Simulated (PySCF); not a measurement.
# C₄H₆B₂O₂: a tour of settings, part 2 of 2

PySCF 2.14.0. Atoms count from 0.

### Step 5. Indirect couplings: PBE0/cc-pVDZ in chloroform

What the job is given:

```
{"job": {"kind": "j", "xc": "PBE0", "basis": "cc-pVDZ", "solvent": "chloroform", "scf": {"guess": "sap", "damp": 0.2}}, "charge": 0, "multiplicity": 1}
B      3.002088    -0.788387     0.128513
O      2.056626     0.081534     0.285853
B      1.085019     0.938450     0.432067
C     -0.378630     0.514291     0.113020
C     -0.903450    -0.680956    -0.328741
C     -2.296508    -0.505312    -0.449132
C     -2.534748     0.784346    -0.073668
O     -1.399636     1.400514     0.263365
H      3.309314    -1.486724     1.029975
H      3.551808    -0.870558    -0.913707
H      1.316454     2.032300     0.805828
H     -0.346659    -1.572728    -0.537761
H     -3.019156    -1.228370    -0.768426
H     -3.443198     1.351261    -0.009352
```

Level: PBE0/cc-pVDZ indirect spin-spin coupling, non-relativistic, IEF-PCM chloroform.

The log of the run:

```text
damping 0.20 in the first 6 cycles
final grid: 121896 points
cycle   1  E = -350.0626367138  dE =  3.734e+00  |g| = 3.824e+00  |ddm| = 1.230e+01
cycle   2  E = -338.8132075616  dE =  1.125e+01  |g| = 6.582e+00  |ddm| = 1.729e+01
cycle   3  E = -296.5350121632  dE =  4.228e+01  |g| = 8.922e+00  |ddm| = 4.177e+01
cycle   4  E = -277.6967751032  dE =  1.884e+01  |g| = 1.062e+01  |ddm| = 5.097e+01
cycle   5  E = -204.9496896722  dE =  7.275e+01  |g| = 1.729e+01  |ddm| = 5.999e+01
cycle   6  E = -190.6182458182  dE =  1.433e+01  |g| = 1.270e+01  |ddm| = 7.116e+01
cycle   7  E = -163.5592426445  dE =  2.706e+01  |g| = 1.742e+01  |ddm| = 9.249e+01
cycle   8  E = -285.1281414322  dE = -1.216e+02  |g| = 8.054e+00  |ddm| = 6.809e+01
cycle   9  E = -292.2334971248  dE = -7.105e+00  |g| = 9.570e+00  |ddm| = 4.623e+01
cycle  10  E = -337.2732099429  dE = -4.504e+01  |g| = 6.677e+00  |ddm| = 1.896e+01
cycle  11  E = -304.6369887733  dE =  3.264e+01  |g| = 8.380e+00  |ddm| = 2.462e+01
cycle  12  E = -325.1098507658  dE = -2.047e+01  |g| = 7.196e+00  |ddm| = 1.883e+01
cycle  13  E = -337.0235870053  dE = -1.191e+01  |g| = 6.205e+00  |ddm| = 1.093e+01
cycle  14  E = -339.8355245175  dE = -2.812e+00  |g| = 6.192e+00  |ddm| = 2.382e+00
cycle  15  E = -349.2143254591  dE = -9.379e+00  |g| = 3.986e+00  |ddm| = 6.361e+00
cycle  16  E = -353.8410867988  dE = -4.627e+00  |g| = 2.292e+00  |ddm| = 5.051e+00
cycle  17  E = -346.6250834265  dE =  7.216e+00  |g| = 4.252e+00  |ddm| = 1.095e+01
cycle  18  E = -355.6484040622  dE = -9.023e+00  |g| = 9.587e-01  |ddm| = 9.696e+00
cycle  19  E = -355.7502076200  dE = -1.018e-01  |g| = 5.914e-01  |ddm| = 1.704e+00
cycle  20  E = -355.8196044451  dE = -6.940e-02  |g| = 2.408e-01  |ddm| = 9.271e-01
cycle  21  E = -355.8302864380  dE = -1.068e-02  |g| = 9.853e-02  |ddm| = 3.231e-01
cycle  22  E = -355.8330881279  dE = -2.802e-03  |g| = 3.299e-02  |ddm| = 1.888e-01
cycle  23  E = -355.8333668540  dE = -2.787e-04  |g| = 1.346e-02  |ddm| = 7.429e-02
cycle  24  E = -355.8334055034  dE = -3.865e-05  |g| = 3.785e-03  |ddm| = 2.284e-02
cycle  25  E = -355.8334085483  dE = -3.045e-06  |g| = 9.784e-04  |ddm| = 6.323e-03
cycle  26  E = -355.8334088146  dE = -2.663e-07  |g| = 2.553e-04  |ddm| = 2.086e-03
cycle  27  E = -355.8334088299  dE = -1.533e-08  |g| = 1.181e-04  |ddm| = 5.099e-04
cycle  28  E = -355.8334088332  dE = -3.263e-09  |g| = 4.686e-05  |ddm| = 2.292e-04
cycle  29  E = -355.8334088338  dE = -6.073e-10  |g| = 6.563e-06  |ddm| = 9.292e-05
converged SCF energy = -355.8334088338

Indirect spin-spin couplings (Hz)
  i      j    bonds     total        FC       PSO       DSO        SD
  0 B    1 O    1    -36.965   -41.962     5.468    -0.107    -0.364
  0 B    2 B    2     -4.547    -4.126    -0.057    -0.394     0.030
  0 B    3 C    3      1.554     1.588    -0.002    -0.059     0.027
  0 B    4 C    4     -0.237    -0.207    -0.009    -0.013    -0.008
  0 B    6 C    5     -0.172    -0.122     0.041    -0.078    -0.013
  0 B    7 O    4     -0.163    -0.183    -0.024     0.046    -0.002
  0 B    8 H    1    117.816   117.580    -1.199     0.780     0.656
  0 B    9 H    1    117.734   117.498    -1.199     0.780     0.655
  0 B   10 H    3      1.853     2.142     0.339    -0.639     0.011
  0 B   11 H    5      0.190     0.084    -0.094     0.156     0.044
  1 O    2 B    1    -40.679   -44.869     4.637    -0.145    -0.303
  1 O    3 C    2     -4.096    -4.214     0.149    -0.031         -
  1 O    4 C    3     -0.300    -0.243    -0.042    -0.016         -
  1 O    5 C    4      0.380     0.346     0.009     0.025         -
  1 O    6 C    4     -0.624    -0.535    -0.124     0.035         -
  1 O    8 H    2     -2.276    -3.294     0.875     0.144         -
  1 O    9 H    2     -2.237    -3.255     0.874     0.144         -
  1 O   10 H    2     -3.717    -4.492     0.667     0.107         -
  2 B    3 C    1     93.427    94.639    -1.790     0.372     0.207
  2 B    4 C    2      8.335     7.486     0.486    -0.007     0.371
  2 B    5 C    3      2.687     2.592     0.183    -0.090     0.001
  2 B    6 C    3      2.403     1.789     0.355    -0.105     0.364
  2 B    7 O    2    -13.032   -12.970    -0.015    -0.022    -0.025
  2 B    8 H    3      1.599     1.851     0.309    -0.576     0.015
  2 B    9 H    3      1.592     1.843     0.308    -0.574     0.015
  2 B   10 H    1    118.676   118.144    -1.246     1.155     0.623
  2 B   11 H    3      0.664     0.677     0.081    -0.075    -0.019
  2 B   13 H    4      0.587     0.639     0.351    -0.420     0.017
  3 C    4 C    1     76.862    83.726    -7.153     0.289         -
  3 C    5 C    2      1.135     1.280    -0.155     0.011         -
  3 C    6 C    2     -0.938    -0.175    -0.741    -0.021         -
  3 C    7 O    1     14.305     8.702     5.766    -0.163         -
  3 C    8 H    4     -1.584    -1.530     0.039    -0.093         -
  3 C    9 H    4     -1.586    -1.533     0.039    -0.092         -
  3 C   10 H    2      7.306     7.629    -0.404     0.080         -
  3 C   11 H    2      7.561     8.965    -1.126    -0.278         -
  3 C   12 H    3      4.417     4.752     0.221    -0.556         -
  3 C   13 H    3      4.258     4.717     0.218    -0.677         -
  4 C    5 C    1     78.953    83.517    -4.814     0.251         -
  4 C    6 C    2     -0.441    -0.262    -0.185     0.007         -
  4 C    7 O    2      0.688    -0.798     1.478     0.009         -
  4 C    8 H    5      0.451     0.492    -0.013    -0.028         -
  4 C    9 H    5      0.453     0.494    -0.013    -0.028         -
  4 C   10 H    3      1.580     1.566     0.345    -0.331         -
  4 C   11 H    1    161.444   160.738    -0.280     0.985         -
  4 C   12 H    2      1.916     2.897    -0.576    -0.404         -
  4 C   13 H    3      4.434     4.876     0.180    -0.622         -
  5 C    6 C    1     85.989    92.608    -6.876     0.257         -
  5 C    7 O    2      0.197    -1.052     1.231     0.018         -
  5 C    8 H    6     -0.294    -0.245     0.082    -0.131         -
  5 C    9 H    6     -0.294    -0.245     0.081    -0.130         -
  5 C   10 H    4      0.500     0.613     0.198    -0.310         -
  5 C   11 H    2      2.589     3.543    -0.573    -0.381         -
  5 C   12 H    1    162.383   161.471    -0.008     0.920         -
  5 C   13 H    2      8.191     9.346    -0.637    -0.517         -
  6 C    7 O    1     11.253     4.164     7.234    -0.145         -
  6 C    8 H    6      0.263     0.339     0.102    -0.178         -
  6 C    9 H    6      0.264     0.340     0.102    -0.178         -
  6 C   10 H    4     -0.569    -0.495     0.229    -0.303         -
  6 C   11 H    3      5.712     6.118     0.182    -0.587         -
  6 C   12 H    2      7.260     8.608    -0.932    -0.416         -
  6 C   13 H    1    178.612   178.062    -0.479     1.029         -
  7 O   10 H    3      0.131     0.129     0.083    -0.081         -
  7 O   11 H    3     -1.615    -2.065     0.120     0.330         -
  7 O   12 H    3     -1.757    -2.195     0.093     0.345         -
  7 O   13 H    2    -14.538   -15.736     1.020     0.177         -
  8 H    9 H    2      9.303    10.043     1.276    -2.016         -
  8 H   10 H    4     -2.245    -1.815     0.713    -1.142         -
  8 H   13 H    7     -0.452    -0.195     0.472    -0.728         -
  9 H   10 H    4     -2.246    -1.818     0.711    -1.139         -
  9 H   13 H    7     -0.452    -0.196     0.472    -0.728         -
 10 H   11 H    4     -0.358     0.095     0.895    -1.349         -
 10 H   13 H    5     -0.158     0.133     0.685    -0.975         -
 11 H   12 H    3      1.729     2.093     0.623    -0.988         -
 11 H   13 H    4     -0.689     0.179     1.416    -2.284         -
 12 H   13 H    3      0.635     1.131     0.736    -1.232         -
```

It took 26 s on 1 thread of Intel Xeon 6975P-C, shared host; peak memory 0.89 GiB.

This basis has no tight s functions, so the Fermi-contact terms are rough.

Couplings of 1 Hz or more, nine at most for each number of bonds, with means over like pairs (isotopes 11B, 13C, 1H, 17O):

| pair | bonds | J (Hz) | Fermi contact (Hz) | dihedral (°) |
| --- | --- | --- | --- | --- |
| C6–H13 | 1 | 178.6 | 178.1 | – |
| C5–H12 | 1 | 162.4 | 161.5 | – |
| C4–H11 | 1 | 161.4 | 160.7 | – |
| B2–H10 | 1 | 118.7 | 118.1 | – |
| B0–H8 | 1 | 117.8 | 117.5 | – |
| B2–C3 | 1 | 93.4 | 94.6 | – |
| C5–C6 | 1 | 86.0 | 92.6 | – |
| C4–C5 | 1 | 79.0 | 83.5 | – |
| C3–C4 | 1 | 76.9 | 83.7 | – |
| O7–H13 | 2 | -14.5 | -15.7 | – |
| B2–O7 | 2 | -13.0 | -13.0 | – |
| H8–H9 | 2 | 9.3 | 10.0 | – |
| B2–C4 | 2 | 8.3 | 7.5 | – |
| C5–H13 | 2 | 8.2 | 9.3 | – |
| C3–H11 | 2 | 7.6 | 9.0 | – |
| C3–H10 | 2 | 7.3 | 7.6 | – |
| C6–H12 | 2 | 7.3 | 8.6 | – |
| B0–B2 | 2 | -4.5 | -4.1 | – |
| C6–H11 | 3 | 5.7 | 6.1 | 180 |
| C4–H13 | 3 | 4.4 | 4.9 | -180 |
| C3–H12 | 3 | 4.4 | 4.8 | 180 |
| C3–H13 | 3 | 4.3 | 4.7 | 180 |
| B2–C5 | 3 | 2.7 | 2.6 | 180 |
| B2–C6 | 3 | 2.4 | 1.8 | -180 |
| B0–H10 | 3 | 1.9 | 2.1 | – |
| O7–H12 | 3 | -1.8 | -2.2 | -180 |
| H11–H12 | 3 | 1.7 | 2.1 | 0 |
| H8–H10 | 4 | -2.2 | -1.8 | – |
| C3–H8 | 4 | -1.6 | -1.5 | – |

The spin-dipole term was solved for some atoms only; pairs without it lack that part.

The response was solved for the nuclei of B, C, H alone, so couplings that need other nuclei can be missing.

Quadrupole couplings from the field gradients of the same density:

| atom | isotope | eQq/h (MHz) | η |
| --- | --- | --- | --- |
| O7 | 17O | -7.900 | 0.05 |
| O1 | 17O | -4.671 | 0.33 |
| B0 | 11B | 3.709 | 0.40 |
| B2 | 11B | 3.196 | 0.49 |

Shifts (PBE0/pcSseg-1, scaled to CDCl3 for protons on carbon, raw for the others) and these couplings together give the proton spectrum at 600 MHz below. Couplings to quadrupolar nuclei are left out.

¹H NMR δ 7.55 (s, 1H), 7.13 (d, J = 1.7 Hz, 1H), 6.54 (d, J = 1.7 Hz, 1H), 5.62 (br, 1H), 5.59 (br, 2H).

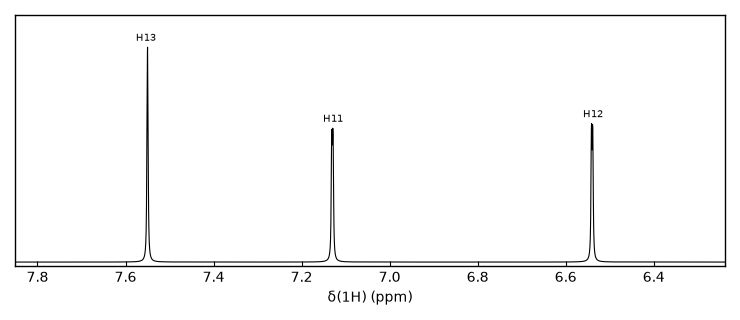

Simulated proton spectrum at 600 MHz, by exact diagonalisation of each spin system; lines 1.2 Hz wide, exchangeable protons uncoupled, protons on B, Al or Ga left out.

### Step 6. J couplings: KT2/def2-SVP

The job, as its differences from that of step 5:

```diff
@@ -1,2 +1,2 @@
-{"job": {"kind": "j", "xc": "PBE0", "basis": "cc-pVDZ", "solvent": "chloroform", "scf": {"guess": "sap", "damp": 0.2}}, "charge": 0, "multiplicity": 1}
+{"job": {"kind": "j", "xc": "KT2", "basis": "def2-SVP", "scf": {"conv": 1e-07}}, "charge": 0, "multiplicity": 1}
 B      3.002088    -0.788387     0.128513
```

Level: KT2/def2-SVP indirect spin-spin coupling, non-relativistic, gas phase.

The log of the run:

```text
final grid: 121896 points
cycle   1  E = -361.7625271966  dE =  1.264e+00  |g| = 8.347e-01  |ddm| = 4.386e+00
cycle   2  E = -361.1696910715  dE =  5.928e-01  |g| = 1.856e+00  |ddm| = 2.010e+00
cycle   3  E = -361.8907866647  dE = -7.211e-01  |g| = 2.620e-01  |ddm| = 1.483e+00
cycle   4  E = -361.9045964281  dE = -1.381e-02  |g| = 1.253e-01  |ddm| = 3.661e-01
cycle   5  E = -361.9082019020  dE = -3.605e-03  |g| = 5.247e-02  |ddm| = 1.780e-01
cycle   6  E = -361.9089039681  dE = -7.021e-04  |g| = 2.238e-02  |ddm| = 7.678e-02
cycle   7  E = -361.9090115916  dE = -1.076e-04  |g| = 6.421e-03  |ddm| = 2.142e-02
cycle   8  E = -361.9090201623  dE = -8.571e-06  |g| = 1.534e-03  |ddm| = 6.123e-03
cycle   9  E = -361.9090206356  dE = -4.732e-07  |g| = 7.501e-04  |ddm| = 2.205e-03
cycle  10  E = -361.9090207833  dE = -1.477e-07  |g| = 1.865e-04  |ddm| = 9.839e-04
cycle  11  E = -361.9090207937  dE = -1.035e-08  |g| = 6.890e-05  |ddm| = 3.125e-04
converged SCF energy = -361.9090207937

Indirect spin-spin couplings (Hz)
  i      j    bonds     total        FC       PSO       DSO        SD
  0 B    1 O    1    -60.727   -65.501     5.294    -0.105    -0.415
  0 B    2 B    2      6.961     7.385    -0.048    -0.393     0.018
  0 B    3 C    3      2.755     2.781     0.006    -0.058     0.026
  0 B    4 C    4     -0.328    -0.306    -0.006    -0.012    -0.002
  0 B    5 C    5      0.186     0.203     0.035    -0.057     0.005
  0 B    6 C    5     -0.256    -0.213     0.043    -0.078    -0.009
  0 B    7 O    4     -0.388    -0.400    -0.030     0.046    -0.003
  0 B    8 H    1    204.582   204.395    -1.199     0.767     0.618
  0 B    9 H    1    204.447   204.260    -1.198     0.767     0.618
  0 B   10 H    3      3.103     3.377     0.351    -0.638     0.014
  0 B   11 H    5      0.226     0.116    -0.091     0.157     0.044
  1 O    2 B    1    -67.282   -71.193     4.395    -0.144    -0.340
  1 O    3 C    2     -4.094    -4.174     0.111    -0.031         -
  1 O    4 C    3     -0.323    -0.286    -0.021    -0.016         -
  1 O    5 C    4      0.812     0.780     0.007     0.025         -
  1 O    6 C    4     -1.186    -1.108    -0.113     0.035         -
  1 O    8 H    2     -0.763    -1.779     0.870     0.146         -
  1 O    9 H    2     -0.709    -1.725     0.869     0.146         -
  1 O   10 H    2     -2.032    -2.786     0.646     0.109         -
  1 O   11 H    4      0.198     0.296     0.013    -0.111         -
  2 B    3 C    1    158.285   159.393    -1.721     0.370     0.244
  2 B    4 C    2      7.826     7.071     0.459    -0.007     0.303
  2 B    5 C    3      2.798     2.665     0.188    -0.090     0.035
  2 B    6 C    3      6.667     6.089     0.350    -0.105     0.333
  2 B    7 O    2    -23.824   -23.771    -0.008    -0.022    -0.023
  2 B    8 H    3      2.599     2.840     0.316    -0.576     0.018
  2 B    9 H    3      2.587     2.827     0.315    -0.573     0.018
  2 B   10 H    1    215.389   214.866    -1.257     1.145     0.635
  2 B   11 H    3     -0.008     0.006     0.080    -0.074    -0.021
  2 B   13 H    4      0.225     0.277     0.352    -0.421     0.016
  3 C    4 C    1    125.425   131.429    -6.291     0.287         -
  3 C    5 C    2     -1.651    -1.475    -0.186     0.010         -
  3 C    6 C    2      4.737     5.437    -0.679    -0.022         -
  3 C    7 O    1     31.565    26.589     5.138    -0.162         -
  3 C    8 H    4     -2.779    -2.732     0.046    -0.093         -
  3 C    9 H    4     -2.784    -2.736     0.045    -0.092         -
  3 C   10 H    2      6.327     6.646    -0.398     0.080         -
  3 C   11 H    2      9.327    10.606    -1.002    -0.277         -
  3 C   12 H    3      6.920     7.259     0.216    -0.555         -
  3 C   13 H    3      6.247     6.710     0.213    -0.676         -
  4 C    5 C    1    119.632   123.767    -4.382     0.248         -
  4 C    6 C    2     -0.958    -0.773    -0.191     0.006         -
  4 C    7 O    2     -0.362    -1.782     1.411     0.009         -
  4 C    8 H    5      0.694     0.737    -0.015    -0.028         -
  4 C    9 H    5      0.696     0.739    -0.015    -0.028         -
  4 C   10 H    3      2.112     2.094     0.350    -0.332         -
  4 C   11 H    1    240.034   239.150    -0.113     0.997         -
  4 C   12 H    2      1.392     2.317    -0.521    -0.404         -
  4 C   13 H    3      6.456     6.878     0.200    -0.622         -
  5 C    6 C    1    150.895   156.672    -6.031     0.253         -
  5 C    7 O    2      0.769    -0.449     1.199     0.019         -
  5 C    8 H    6     -0.471    -0.425     0.085    -0.131         -
  5 C    9 H    6     -0.472    -0.426     0.084    -0.131         -
  5 C   10 H    4      0.920     1.025     0.206    -0.311         -
  5 C   11 H    2      2.103     3.003    -0.519    -0.382         -
  5 C   12 H    1    243.311   242.271     0.112     0.929         -
  5 C   13 H    2     11.726    12.793    -0.551    -0.517         -
  6 C    7 O    1     26.272    19.972     6.443    -0.143         -
  6 C    8 H    6      0.473     0.548     0.104    -0.178         -
  6 C    9 H    6      0.475     0.549     0.103    -0.178         -
  6 C   10 H    4     -1.160    -1.094     0.238    -0.303         -
  6 C   11 H    3      8.734     9.120     0.200    -0.587         -
  6 C   12 H    2      8.080     9.292    -0.796    -0.416         -
  6 C   13 H    1    273.092   272.409    -0.362     1.045         -
  7 O   10 H    3      0.667     0.673     0.074    -0.081         -
  7 O   11 H    3     -3.756    -4.225     0.140     0.329         -
  7 O   12 H    3     -3.809    -4.274     0.120     0.345         -
  7 O   13 H    2    -21.725   -22.816     0.914     0.177         -
  8 H    9 H    2      8.473     9.200     1.291    -2.018         -
  8 H   10 H    4     -3.229    -2.782     0.699    -1.145         -
  8 H   11 H    6     -0.205    -0.277    -0.188     0.260         -
  8 H   13 H    7     -0.515    -0.254     0.467    -0.728         -
  9 H   10 H    4     -3.231    -2.786     0.696    -1.142         -
  9 H   11 H    6     -0.206    -0.278    -0.187     0.259         -
  9 H   13 H    7     -0.516    -0.255     0.467    -0.728         -
 10 H   11 H    4     -0.365     0.099     0.886    -1.349         -
 10 H   12 H    5      0.170     0.605     0.830    -1.265         -
 11 H   12 H    3      1.679     2.079     0.587    -0.987         -
 11 H   13 H    4     -0.461     0.409     1.410    -2.280         -
 12 H   13 H    3      0.117     0.656     0.693    -1.231         -
```

Run time: 14 s. Hardware: 1 thread of Intel Xeon 6975P-C, shared host.

The basis is not made for couplings: without tight functions at the nuclei these values are rough.

This run: J(C6,H13) 273.1 Hz, J(C5,H12) 243.3 Hz, J(C4,H11) 240.0 Hz (means over like pairs).

### Step 7. Comparing the runs: electronic excitations

Excitations and ground-state properties, with basis size and wall time:

| run | lowest singlet (eV) | brightest (eV) | f | gap (eV) | α (Å³) | μ (D) | functions | time |
| --- | --- | --- | --- | --- | --- | --- | --- | --- |
| PBE0/def2-SVPD | 5.06 | 5.06 | 0.426 | 5.65 | 12.40 | 1.58 | 214 | 28 s |
| wB97X-D/6-31++G** | 5.19 | 5.19 | 0.406 | 9.12 | 11.67 | 1.49 | 180 | 29 s |

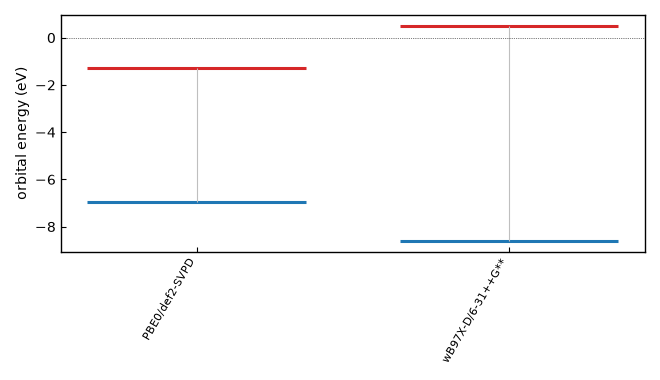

HOMO (blue) and LUMO (red) run by run.

### Step 8. Comparing the runs: spin-spin couplings

Couplings (Hz), each a mean over the pairs like the one named, with basis size and wall time:

| run | C6–H13 | C5–H12 | C4–H11 | B2–H10 | B0–H8 | B2–C3 | C5–C6 | functions | time |
| --- | --- | --- | --- | --- | --- | --- | --- | --- | --- |
| PBE0/cc-pVDZ in chloroform | 178.6 | 162.4 | 161.4 | 118.7 | 117.8 | 93.4 | 86.0 | 142 | 26 s |
| KT2/def2-SVP | 273.1 | 243.3 | 240.0 | 215.4 | 204.5 | 158.3 | 150.9 | 142 | 14 s |

### Step 9. Summary of results

The summary covers parts 1 to 2.

| quantity | value |
| --- | --- |
| ¹³C shifts against TMS (PBE0/pcSseg-1) | 165.9, 155.5, 130.1, 117.7 ppm |
| ¹H shifts against TMS (PBE0/pcSseg-1, means over atoms taken as alike) | 7.90, 7.45, 6.82, 5.62, 5.59 ppm |
| ¹¹B shifts against BF3·OEt2 (PBE0/pcSseg-1) | 40.4, 29.5 ppm |
| ¹⁷O shifts against H2O (PBE0/pcSseg-1) | 325.5, 299.1 ppm |
| surface potential, least and greatest | -0.90 V and 1.29 V |
| lowest singlet (PBE0/def2-SVPD) | 5.06 eV (245 nm), f = 0.426 |
| lowest triplet | 3.40 eV |
| largest coupling of the table (PBE0/cc-pVDZ) | ¹J(C,H) C6–H13, 178.6 Hz |
| range of the lowest singlet | 5.06 to 5.19 eV |
| range of J(C6,H13), mean over like pairs | 178.6 to 273.1 Hz |

**Reading.** Single values in the summary come from the first run of each kind that ended normally (PBE0/pcSseg-1; PBE0/def2-SVPD; PBE0/cc-pVDZ), which need not be the best level. At PBE0/pcSseg-1: The largest span, 417 ppm, is at O7, where the paramagnetic term is -387 ppm. NICS(1)zz of -28 ppm above the planar ring from C3 marks a diatropic (aromatic) ring current. By nearest atom (PBE0/pcSseg-1), the HOMO sits on C3, C6 about 29 % each; C4, C5 about 11 % each and the LUMO on B2 30 %; C3, C4, C6 about 12 % each. The first singlet state (HOMO→LUMO 0.97) lies at 5.06 eV and is bright. The lowest triplet lies 1.66 eV below the lowest singlet (triplets in Tamm-Dancoff, singlets in full TDDFT). Couplings across rotatable bonds belong to this one conformer; where others are populated, the observed values are averages. The lowest singlet runs from 5.06 eV (PBE0/def2-SVPD) to 5.19 eV (wB97X-D/6-31++G**), while the orbital gap spans 5.65 to 9.12 eV. The lowest state need not be the same one in every run. The runs solved for a few states only, so the brightest column depends on that window. The coupling C6–H13, as a mean over pairs of its kind, runs from 178.6 Hz (PBE0/cc-pVDZ in chloroform) to 273.1 Hz (KT2/def2-SVP). Couplings from bases without tight functions are rough.
